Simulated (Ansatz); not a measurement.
# Ir wire along [100], 25 atoms a period: bands along the axis

Aim: is the Ir wire along [100], 25 atoms a period a metal or a semiconductor?

Program: Ansatz 0.2.0. Level of theory: DFT PBE, plane waves, PAW; relaxation of a wire's period; PAW set soft_1, in the first sound run; inputs show where later runs differ. Results are calculated unless marked as measured.

## 1. Set-up

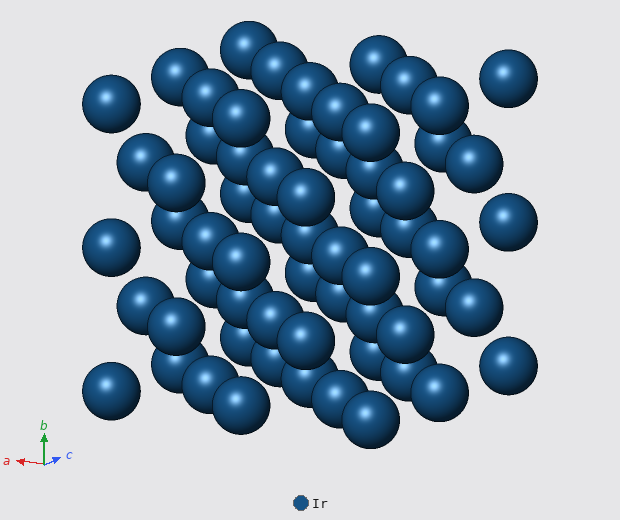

Start, viewed at a slant to the c axis; iridium blue. 1×1×2 cells are drawn. Some periodic images of atoms are drawn too.

The cell holds 25 atoms: 25 Ir. Cell: a = 14.540 Å, b = 14.540 Å, c = 3.870 Å, α = 90.0°, β = 90.0°, γ = 90.0°. Vacuum lies along a and b. The structure's axis is c.

## 2. Relaxation of atoms and period

Band widths follow the bond lengths, so the wire is relaxed first. The atoms and the third cell vector are free; the box across stays fixed as vacuum. A Fermi-Dirac smearing is set since the result may be a metal. The pressure printed is a third of the stress's trace over the whole box, vacuum included; only the stress along the axis is relaxed.

Contents of input.yaml:

```yaml
crystal:
  lattice:
    - [14.54, 0.0, 0.0]
    - [0.0, 14.54, 0.0]
    - [0.0, 0.0, 3.87]
  atoms:
    - { symbol: Ir, position: [0.233837689, 0.233837689, 0.0] }
    - { symbol: Ir, position: [0.233837689, 0.5, 0.0] }
    - { symbol: Ir, position: [0.233837689, 0.766162311, 0.0] }
    - { symbol: Ir, position: [0.366918845, 0.366918845, 0.0] }
    - { symbol: Ir, position: [0.366918845, 0.633081155, 0.0] }
    - { symbol: Ir, position: [0.5, 0.233837689, 0.0] }
    - { symbol: Ir, position: [0.5, 0.5, 0.0] }
    - { symbol: Ir, position: [0.5, 0.766162311, 0.0] }
    - { symbol: Ir, position: [0.633081155, 0.366918845, 0.0] }
    - { symbol: Ir, position: [0.633081155, 0.633081155, 0.0] }
    - { symbol: Ir, position: [0.766162311, 0.233837689, 0.0] }
    - { symbol: Ir, position: [0.766162311, 0.5, 0.0] }
    - { symbol: Ir, position: [0.766162311, 0.766162311, 0.0] }
    - { symbol: Ir, position: [0.233837689, 0.366918845, 0.5] }
    - { symbol: Ir, position: [0.233837689, 0.633081155, 0.5] }
    - { symbol: Ir, position: [0.366918845, 0.233837689, 0.5] }
    - { symbol: Ir, position: [0.366918845, 0.5, 0.5] }
    - { symbol: Ir, position: [0.366918845, 0.766162311, 0.5] }
    - { symbol: Ir, position: [0.5, 0.366918845, 0.5] }
    - { symbol: Ir, position: [0.5, 0.633081155, 0.5] }
    - { symbol: Ir, position: [0.633081155, 0.233837689, 0.5] }
    - { symbol: Ir, position: [0.633081155, 0.5, 0.5] }
    - { symbol: Ir, position: [0.633081155, 0.766162311, 0.5] }
    - { symbol: Ir, position: [0.766162311, 0.366918845, 0.5] }
    - { symbol: Ir, position: [0.766162311, 0.633081155, 0.5] }
kpoints:
  mp_grid: { grid: [1, 1, 21] }
scf:
  occupations: { method: fermi_dirac, width: 0.05 }
hamiltonian:
  xc: pbe
  pseudopotentials: { kind: paw, azcp: { folder: soft_1 } }
relax:
  cell: { fix: [a, b, alpha, beta, gamma] }
  max_steps: 45
  f_tol: 0.03
```

Launch:

```
> ansatz run input.yaml --threads 16 --pin off --max-ram 61440MiB --backend cuda --events-out ev --progress --plain --runs-dir out --max-vram 78GiB
```

Numbers of over 12 decimals in the logs are rounded to 6 here.

The log of the run:

```text
Engine: ansatz 0.2.0, aarch64-unknown-linux-gnu
Pseudopotentials: kind: paw
Pseudopotential: Ir, paw, valence charge 17, recommended cutoff 420 eV (normal), soft_1/Ir.paw.azcp
Functional definition: PBE
  parameter kappa = 0.804
  parameter beta = 0.066725
  exchange = pbe_x(kappa = kappa, mu = beta*pi^2/3)
  correlation = pbe_c(beta = beta)
[...]
Crystal: 25 atoms, lattice volume = 818.163 Å³
Basis set: ecut = 420 eV, 16025 PW (Γ), exchange–correlation on 200×200×54 points (8 copies of the dense FFT grid, shifted against one another)
Bands: 255, of which v1, the nominal top of the filled ones, is band 213 counted from 1 (212 counted from 0)
Symmetry: 16 space group operations
Space group: P4/mmm (ITA 123), of the structure as read, at distance tolerance 9.4e-5 Å
k-points: 11 of 21
Non-local potential: Ir, projectors of the file, l = 0: 3, l = 1: 2, l = 2: 2, l = 3: 1
PAW form: soft (Blöchl's): semilocal exchange-correlation on the pseudo side does not see the compensation charge
PAW one-centre angular grid: Ir, 590 points (default); XC on 64 Gauss nodes
Initial density: superposition of atomic densities (neutral atoms: chi_scale 0, normalization atom)
Initial wavefunctions: pseudopotential atomic-orbital guess
[...]
Functional: x = pbe(κ = 0.804, μ = 0.219515), c = pbe(β = 0.066725)
SCF iter   1: F=—  HF=-298397.183241 eV  |F-HF|=—  |Δ(HF+E_count)|=         —  Δρ=3.65e-2  dr2=2.03e1  ethr=3.10e-3  ⟨swp⟩=7.0  Hψ=11217  notcnv=0  defer=61
preconditioner: auto → LDOS  [metal: Δε(μ)=0.009 eV  Ē_g=5.361 eV  σ=0.050 eV  W_gap=0.04  n_scr=214 (ndim 8)  ℏωp=19.5 eV  f_vac=0.420  D(μ)=34.06/eV (n_scr^D=306)  β→1.0]
SCF iter   2: F=—  HF=-298397.923975 eV  |F-HF|=—  |Δ(HF+E_count)|=   7.41e-1  Δρ=3.88e-2  dr2=2.63e1  ethr=3.10e-3  ⟨swp⟩=3.0  Hψ=7023  notcnv=0  defer=142
[...]
SCF iter  12: F=-298392.280964 eV  HF=-298392.280964 eV  |F-HF|=5.18e-9  |Δ(HF+E_count)|=   1.49e-8  Δρ=8.46e-7  dr2=1.09e-8  ethr=2.35e-11  ⟨swp⟩=5.0  Hψ=9084  notcnv=0
SCF 1 converged in 12 iterations: F = -298392.280964 eV  dr2 = 1.09e-8
  greatest PAW one-centre occupation: 1.000 electrons in one spin orbital (limit 2), on the Ir atom at site 21 (counted from 0), in its partial waves of l = 0
relax step   1: F+E_penalty+E_count = -298392.28096420 eV  Δ(F+E_penalty+E_count) = +0.000e0 eV  max|allowed force component| = 1.432e0 eV/Å  Δτ_max = 0.0000 Å  P = -8.053 GPa  Ω = 818.163 Å³  fix = [a, b, alpha, beta, gamma]  reactions: a -7.226, b -7.226 GPa  (12 SCF iters, dr2 threshold 1.00e-7 eV, accepted)
[...]
Crystal: 25 atoms, lattice volume = 778.270 Å³
Basis set: ecut = 420 eV, 15177 PW (Γ), exchange–correlation on 200×200×54 points (8 copies of the dense FFT grid, shifted against one another)
[...]
iter 1 solved again at ethr=2.56e-3 eV; its pass at ethr=3.10e-3 eV (dr2=1.09e1 eV) is discarded
SCF iter   1: F=—  HF=-298393.862395 eV  |F-HF|=—  |Δ(HF+E_count)|=         —  Δρ=1.87e-2  dr2=1.09e1  ethr=2.56e-3  ⟨swp⟩=1.6  Hψ=13398  notcnv=0
preconditioner: auto → LDOS  [metal: Δε(μ)=0.002 eV  Ē_g=5.848 eV  σ=0.050 eV  W_gap=0.01  n_scr=198 (ndim 8)  ℏωp=20.0 eV  f_vac=0.448  D(μ)=35.88/eV (n_scr^D=330)  β→1.0]
SCF iter   2: F=—  HF=-298393.809595 eV  |F-HF|=—  |Δ(HF+E_count)|=   5.28e-2  Δρ=1.13e-2  dr2=1.90e0  ethr=2.56e-3  ⟨swp⟩=2.2  Hψ=4450  notcnv=0
[...]
SCF iter   8: F=-298393.371174 eV  HF=-298393.371175 eV  |F-HF|=5.85e-7  |Δ(HF+E_count)|=   1.68e-6  Δρ=7.55e-6  dr2=9.44e-7  ethr=5.88e-10  ⟨swp⟩=5.0  Hψ=10247  notcnv=0
SCF 2 converged in 8 iterations: F = -298393.371174 eV  dr2 = 9.44e-7
  greatest PAW one-centre occupation: 1.000 electrons in one spin orbital (limit 2), on the Ir atom at site 9 (counted from 0), in its partial waves of l = 0
relax step   2: F+E_penalty+E_count = -298393.37117398 eV  Δ(F+E_penalty+E_count) = -1.090e0 eV  max|allowed force component| = 1.252e0 eV/Å  Δτ_max = 0.1750 Å  P = +5.681 GPa  Ω = 778.270 Å³  energy of the carried Pulay correction = +8.630e-3 eV  fix = [a, b, alpha, beta, gamma]  reactions: a +4.951, b +4.951 GPa  (8 SCF iters, dr2 threshold 2.50e-6 eV, accepted)
[...]
Crystal: 25 atoms, lattice volume = 796.271 Å³
[...]
iter 1 solved again at ethr=5.73e-4 eV; its pass at ethr=3.10e-3 eV (dr2=2.43e0 eV) is discarded
[...]
SCF 3 converged in 8 iterations: F = -298394.122177 eV  dr2 = 3.38e-7
[...]
SCF 4 converged in 6 iterations: F = -298394.166784 eV  dr2 = 1.83e-6
[...]
SCF 5 converged in 6 iterations: F = -298394.167699 eV  dr2 = 2.66e-8
[...]
SCF 6 converged in 7 iterations: F = -298394.161493 eV  dr2 = 1.96e-11
[...]
SCF converged after 7 iterations
[...]
k-point 10: bands = ["-84.4854", "-84.4850", "-84.4850", "-84.4849", "-84.3254", "-84.3154", "-84.3154", "-84.3056", "-84.1733", "-83.6081", "-83.6081", "-83.6081", "-83.6081", "-83.5935", "-83.5935", "-83.5935", "-83.5935", "-83.5621", "-83.5621", "-83.5621", "-83.5620", "-83.0002", "-83.0002", "-83.0002", "-83.0002", "-41.5487", "-41.5415", "-41.5415", "-41.4924", "-41.4497", "-41.4497", "-41.4427", "-41.4187", " [...]
--- Relaxed structure (5 steps of the walk, 5 accepted, 1 SCFs on fresh bases) ---
  F+E_penalty+E_count = -298394.16149346 eV   max|allowed force component| = 8.886e-3 eV/Å   (the final SCF, on the basis selected at the relaxed cell)
  cell:  # Å, volume = 793.4563 Å³
    - [14.54, 0.0, 0.0]
    - [0.0, 14.54, 0.0]
    - [0.0, 0.0, 3.753135]
  atoms:
    - { symbol: Ir, position: [0.240292, 0.240292, 0.0] }
    - { symbol: Ir, position: [0.238547, 0.5, 0.0] }
    - { symbol: Ir, position: [0.240292, 0.759708, 0.0] }
    - { symbol: Ir, position: [0.366128, 0.366128, 0.0] }
    - { symbol: Ir, position: [0.366128, 0.633872, 0.0] }
    - { symbol: Ir, position: [0.5, 0.238547, 0.0] }
    - { symbol: Ir, position: [0.5, 0.5, 0.0] }
    - { symbol: Ir, position: [0.5, 0.761453, 0.0] }
    - { symbol: Ir, position: [0.633872, 0.366128, 0.0] }
    - { symbol: Ir, position: [0.633872, 0.633872, 0.0] }
    - { symbol: Ir, position: [0.759708, 0.240292, 0.0] }
    - { symbol: Ir, position: [0.761453, 0.5, 0.0] }
    - { symbol: Ir, position: [0.759708, 0.759708, 0.0] }
    - { symbol: Ir, position: [0.237896, 0.367352, 0.5] }
    - { symbol: Ir, position: [0.237896, 0.632648, 0.5] }
    - { symbol: Ir, position: [0.367352, 0.237896, 0.5] }
    - { symbol: Ir, position: [0.366981, 0.5, 0.5] }
    - { symbol: Ir, position: [0.367352, 0.762104, 0.5] }
    - { symbol: Ir, position: [0.5, 0.366981, 0.5] }
    - { symbol: Ir, position: [0.5, 0.633019, 0.5] }
    - { symbol: Ir, position: [0.632648, 0.237896, 0.5] }
    - { symbol: Ir, position: [0.633019, 0.5, 0.5] }
    - { symbol: Ir, position: [0.632648, 0.762104, 0.5] }
    - { symbol: Ir, position: [0.762104, 0.367352, 0.5] }
    - { symbol: Ir, position: [0.762104, 0.632648, 0.5] }
```

Elapsed: 11 s, on 1 × NVIDIA GB200 with 16 threads of Arm Neoverse V2, shared host; peak memory 1.3 GiB.

Relaxation path:

| step | energy less that of the first step (eV) | largest force component (eV/Å) | pressure (GPa) | volume (Å³) |
| --- | --- | --- | --- | --- |
| 1 | 0.0000 | 1.4318 | -8.05 | 818.16 |
| 2 | -1.0902 | 1.2517 | 5.68 | 778.27 |
| 3 | -1.8412 | 0.2994 | -0.88 | 796.27 |
| 4 | -1.8858 | 0.0684 | -0.01 | 793.52 |
| 5 | -1.8867 | 0.0089 | 0.00 | 793.46 |
| 6 | -1.8805 | 0.0089 | 0.00 | 793.46 |

The log counts 1 steps on a newly chosen plane-wave basis, not all of them marked here; energy and pressure can jump at such steps.

The run keeps the 16 symmetry operations that it works with, so distortions that break them were not tested.

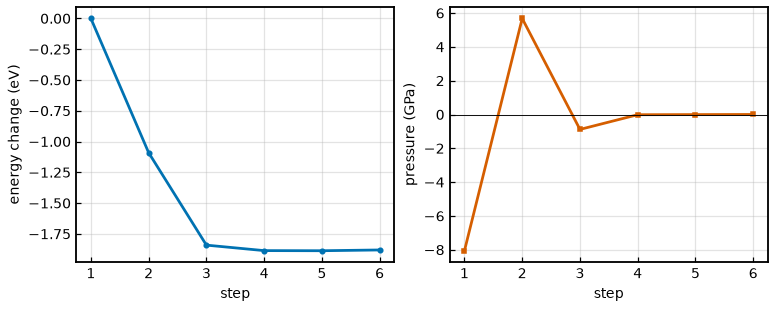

Energy and pressure along the relaxation.

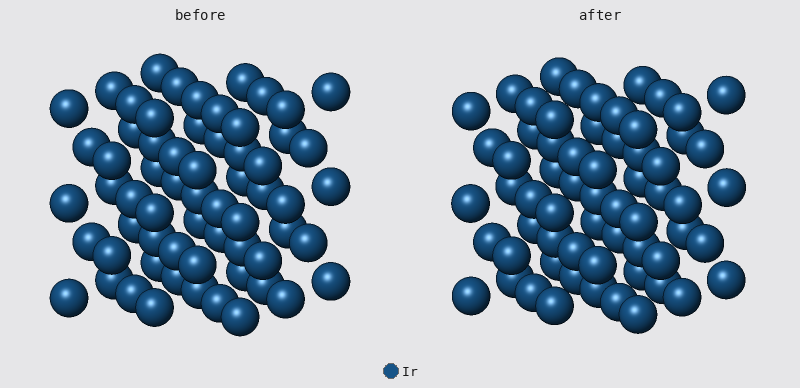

The structure before and after the relaxation, drawn at the same scale.

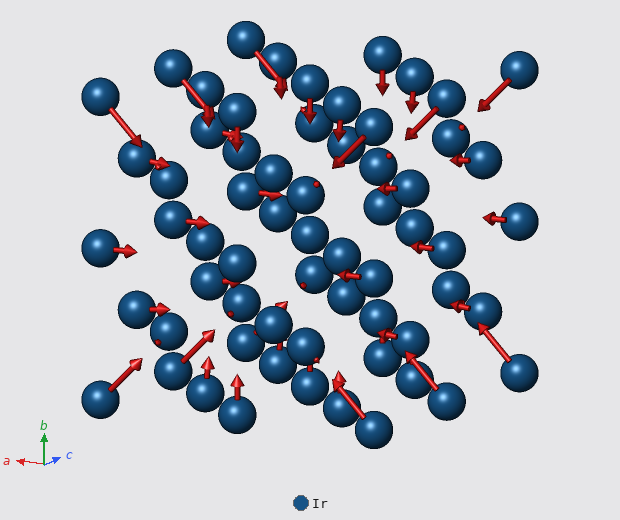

Displacements in the relaxation, exaggerated, measured against the changing cell; the longest in the cell stands for 0.13 Å. 1×1×2 cells are drawn. Some periodic images of atoms are drawn too.

| cell as run | before | after | change |
| --- | --- | --- | --- |
| c (Å) | 3.870 | 3.753 | -3.0 % |

The atoms that moved most (Å, along periodic axes as changes of fractional coordinates times the final cell, across vacuum about the mean position):

| atom | dx | dy | dz | length |
| --- | --- | --- | --- | --- |
| Ir1 | 0.094 | 0.094 | 0.000 | 0.133 |
| Ir3 | 0.094 | -0.094 | 0.000 | 0.133 |
| Ir13 | -0.094 | -0.094 | 0.000 | 0.133 |
| Ir11 | -0.094 | 0.094 | 0.000 | 0.133 |
| Ir2 | 0.068 | 0.000 | 0.000 | 0.068 |
| Ir6 | 0.000 | 0.068 | 0.000 | 0.068 |
| Ir8 | 0.000 | -0.068 | 0.000 | 0.068 |
| Ir12 | -0.068 | 0.000 | 0.000 | 0.068 |

Numbers from this step:

```yaml
energy_at_zero_smearing: -298394.0056 eV
cell_length_along_the_wire: 3.753 Å
```

The cell's length comes to 3.753 Å with spin left out.

## 3. The wire at its relaxed period

This step: DFT PBE, plane waves, PAW; bands of a perfect wire; PAW set soft_1 (Ansatz 0.2.0).

At the relaxed period the bands are computed along the axis; those that cross an energy going forward count the channels that a perfect wire would open there.

Contents of input.yaml:

```yaml
crystal:
  lattice:
    - [14.54, 0.0, 0.0]
    - [0.0, 14.54, 0.0]
    - [0.0, 0.0, 3.7531351221]
  atoms:
    - { symbol: Ir, position: [0.240291914, 0.240291914, 0.0] }
    - { symbol: Ir, position: [0.238547113, 0.5, 0.0] }
    - { symbol: Ir, position: [0.240291914, 0.759708086, 0.0] }
    - { symbol: Ir, position: [0.366127846, 0.366127846, 0.0] }
    - { symbol: Ir, position: [0.366127846, 0.633872154, 0.0] }
    - { symbol: Ir, position: [0.5, 0.238547113, 0.0] }
    - { symbol: Ir, position: [0.5, 0.5, 0.0] }
    - { symbol: Ir, position: [0.5, 0.761452887, 0.0] }
    - { symbol: Ir, position: [0.633872154, 0.366127846, 0.0] }
    - { symbol: Ir, position: [0.633872154, 0.633872154, 0.0] }
    - { symbol: Ir, position: [0.759708086, 0.240291914, 0.0] }
    - { symbol: Ir, position: [0.761452887, 0.5, 0.0] }
    - { symbol: Ir, position: [0.759708086, 0.759708086, 0.0] }
    - { symbol: Ir, position: [0.237896063, 0.367352039, 0.5] }
    - { symbol: Ir, position: [0.237896063, 0.632647961, 0.5] }
    - { symbol: Ir, position: [0.367352039, 0.237896063, 0.5] }
    - { symbol: Ir, position: [0.366980637, 0.5, 0.5] }
    - { symbol: Ir, position: [0.367352039, 0.762103937, 0.5] }
    - { symbol: Ir, position: [0.5, 0.366980637, 0.5] }
    - { symbol: Ir, position: [0.5, 0.633019363, 0.5] }
    - { symbol: Ir, position: [0.632647961, 0.237896063, 0.5] }
    - { symbol: Ir, position: [0.633019363, 0.5, 0.5] }
    - { symbol: Ir, position: [0.632647961, 0.762103937, 0.5] }
    - { symbol: Ir, position: [0.762103937, 0.367352039, 0.5] }
    - { symbol: Ir, position: [0.762103937, 0.632647961, 0.5] }
kpoints:
  mp_grid: { grid: [1, 1, 22] }
  band_path: { path: ["Γ", Z], npoints: 90 }
scf:
  occupations: { method: fermi_dirac, width: 0.05 }
hamiltonian:
  xc: pbe
  pseudopotentials: { kind: paw, azcp: { folder: soft_1 } }
output:
  dos: { e_range: [-5, 4] }
  write_potential: true
  write_density: true
  volumetric_format: npy
```

The log of the run:

```text
[...]
Crystal: 25 atoms, lattice volume = 793.456 Å³
Basis set: ecut = 420 eV, 15513 PW (Γ)
Bands: 255, of which v1, the nominal top of the filled ones, is band 213 counted from 1 (212 counted from 0)
[... 1 set-up line as in the run before ...]
[...]
k-points: 12 of 22
[...]
SCF iter   1: F=—  HF=-298399.408800 eV  |F-HF|=—  |Δ(HF+E_count)|=         —  Δρ=3.65e-2  dr2=2.13e1  ethr=3.10e-3  ⟨swp⟩=7.6  Hψ=12564  notcnv=0  defer=76
[...]
SCF iter   6: F=—  HF=-298394.168432 eV  |F-HF|=—  |Δ(HF+E_count)|=   1.39e-3  Δρ=4.04e-4  dr2=3.02e-3  ethr=4.42e-6  ⟨swp⟩=2.4  Hψ=5045  notcnv=0  defer=157
[...]
SCF iter  10: F=—  HF=-298394.162019 eV  |F-HF|=—  |Δ(HF+E_count)|=   1.82e-7  Δρ=7.18e-6  dr2=1.16e-6  ethr=1.74e-9  ⟨swp⟩=2.1  Hψ=4289  notcnv=0  defer=157
[...]
SCF iter  12: F=-298394.162019 eV  HF=-298394.162019 eV  |F-HF|=1.05e-9  |Δ(HF+E_count)|=   6.40e-9  Δρ=1.04e-6  dr2=9.07e-9  ethr=2.35e-11  ⟨swp⟩=12.2  Hψ=9614  notcnv=0
SCF 1 converged in 12 iterations: F = -298394.162019 eV  dr2 = 9.07e-9
[...]
NSCF: frozen V_eff on 91 k-points
[...]
SCF converged after 12 iterations
[...]
```

It took 9.1 s on 1 × NVIDIA GB200 with 16 threads; peak memory 1.9 GiB; 66 s of CPU time.

The column dr2 measures how far the density is from self-consistency, as an energy; F and HF (Harris–Foulkes) agree once it is small.

Numbers from this step:

```yaml
energy_at_zero_smearing: -298394.0068 eV
band_gap_on_the_path_through_both_edges: 0 eV
```

The electronic bands at the labelled points (eV, zero at the Fermi level; # counts the bands kept):

| point | #46 | #47 | #48 | #49 | #50 | #51 | #52 | #53 |
| --- | --- | --- | --- | --- | --- | --- | --- | --- |
| Γ | 0.05 | 0.05 | 0.07 | 0.14 | 0.19 | 0.19 | 0.25 | 0.27 |
| Z | -0.31 | -0.31 | -0.13 | -0.12 | 0.06 | 0.06 | 0.15 | 0.19 |

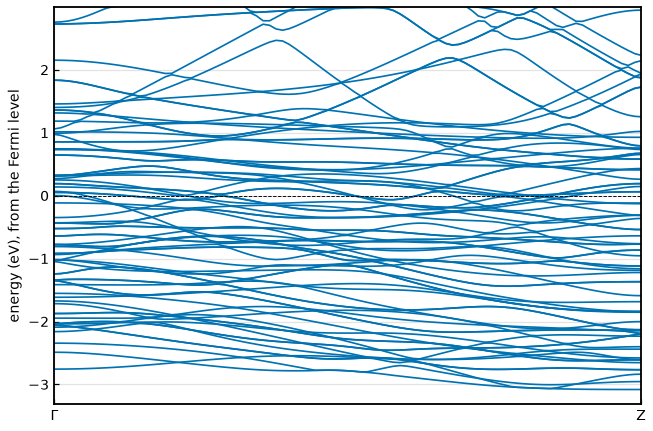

Electronic bands along the path.

Between Γ and Z the bands cross the Fermi level 17 times, so a perfect wire would conduct at least 17 G₀, with spin left out.

## 4. Outcome

```json
{
  "cell length, PBE": "3.753 Å",
  "ballistic conductance by band crossings, a lower bound, PBE": "17 G₀"
}
```

What this shows: Under PBE the cell's length is 3.75 Å, and the bands cross the Fermi level 17 times between Γ and Z, which gives a perfect wire at least 17 G₀ (opposite crossings within one step of the path cancel in such a count). No spin was allowed, though thin wires with open d shells can turn magnetic. Spin-orbit coupling is left out, which matters for the bands of heavy atoms.

[Logs are printed without paths, hosts, clocks, repeated set-up lines and the standing remarks that a program may print on its own settings, such as how far it seeks lower states.]

[Hosts, paths, dates, database ids (printed as entryN), source tags and the programs' standing remarks are cut or masked in the printed files.]
